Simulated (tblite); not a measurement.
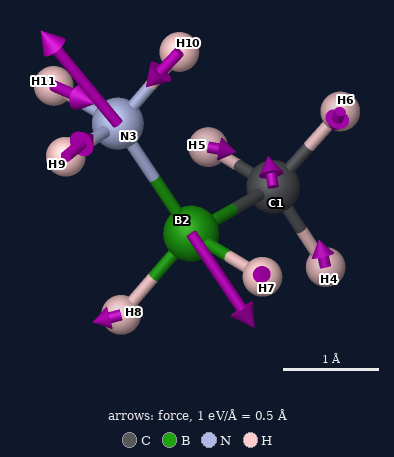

Starting geometry of CH8BN with the computed forces as purple arrows. The picture is a ball-and-stick view, seen from a free direction.

All numbers below come from GFN2-xTB geometry optimisation, gas phase in tblite. 

Is this structure relaxed? If not, where do the atoms go?

Answer. It isn't relaxed: the largest force vector, on N3, is 2.72 eV/Å. The final displacements follow the starting forces only in part (cosine between the two patterns 0.59). The energy falls by 27.2 kJ/mol in 26 geometry steps. B2 moves most after the best rigid fit: 0.12 Å. Largest moves by element: B 0.12 Å, H 0.11 Å, N 0.03 Å, C 0.02 Å. Among the contacts that change: B2–N3 1.524 → 1.662 Å, N3–H10 1.046 → 1.014 Å, C1–H5 1.107 → 1.092 Å, C1–B2 1.607 → 1.621 Å. Among the angles between lasting bonds that change: C1–B2–N3 111.1° → 104.6°, N3–B2–H8 110.6° → 105.1°, C1–B2–H7 108.4° → 113.8°.
